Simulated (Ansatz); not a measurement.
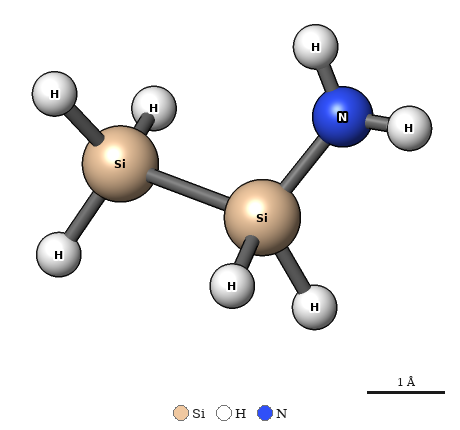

Starting structure of Si2NH7. A ball-and-stick model, seen at a tilt.

The run prepares an end point of a later path (reaction) calculation, from a guessed geometry.

Level of theory: Ansatz, RHF/def2-SVP.

Input file:
```yaml
crystal:
  periodic: [false, false, false]
  atoms:
    - { symbol: Si, position_ang: [-0.048693, -0.091064, 0.171653] }
    - { symbol: H, position_ang: [-0.009019, -0.149388, 1.620648] }
    - { symbol: H, position_ang: [1.392879, 0.026822, 0.313017] }
    - { symbol: Si, position_ang: [-0.990962, 1.871551, -0.739831] }
    - { symbol: H, position_ang: [-2.479643, 1.826691, -0.664466] }
    - { symbol: H, position_ang: [-0.495886, 3.05911, 0.016243] }
    - { symbol: H, position_ang: [-0.60346, 2.022998, -2.173903] }
    - { symbol: "N", position_ang: [-0.710783, -1.50444, -0.56393] }
    - { symbol: H, position_ang: [-0.465497, -2.418219, -0.231847] }
    - { symbol: H, position_ang: [-0.949735, -1.524961, -1.536984] }
basis:
  gaussian: { orbitals: def2-SVP }
hamiltonian:
  xc: hf
relax:
  f_tol: 0.03
  max_steps: 50
```

Command:
```bash
ansatz run input.yaml --threads 1 --pin off --max-ram 2048MiB --backend cpu --events-out ev --progress --plain --runs-dir out
```

**Where does the relaxation end?**

The atom that moves furthest after the best rigid fit is H2 (0.36 Å). Largest moves by element: H 0.36 Å, N 0.07 Å, Si 0.07 Å. Near-neighbour distances that change, for instance: Si1–H3 1.453 → 1.491 Å, Si1–H2 1.451 → 1.484 Å, Si1–Si4 2.360 → 2.368 Å, Si4–H6 1.492 → 1.485 Å. Bond angles that change, for instance: H2–Si1–H3 83.0° → 106.4°, H2–Si1–N8 113.8° → 108.0°, H2–Si1–Si4 115.5° → 110.5°. Over 8 accepted moves (9 points after the start) the energy falls by 10.3 kcal/mol. The largest force component goes from 1.4 to 0.011 eV/Å. The line search rejected the trial step at point 2 of the run. The forces were under the threshold at step 6, but the run went on from there.

Final geometry:

```xyz
10

Si   -0.0162   -0.0886    0.2281
H    -0.3653   -0.2041    1.6655
H     1.4671    0.0509    0.1650
Si   -0.9830    1.8614   -0.7044
H    -2.4458    1.8955   -0.4543
H    -0.3714    3.0806   -0.1165
H    -0.7603    1.8891   -2.1743
N    -0.6563   -1.4723   -0.5918
H    -0.5311   -2.3922   -0.2147
H    -0.6985   -1.5012   -1.5919
```

The end point in the same view:

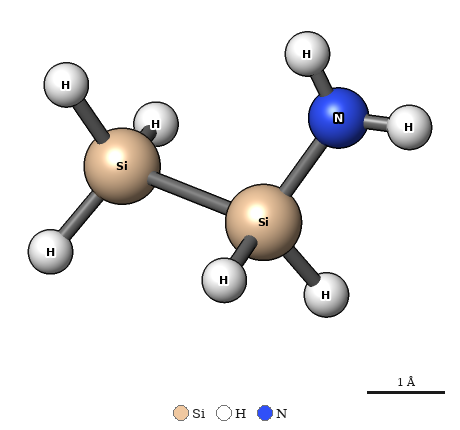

Limits of the set-up: Hartree-Fock leaves out electron correlation.
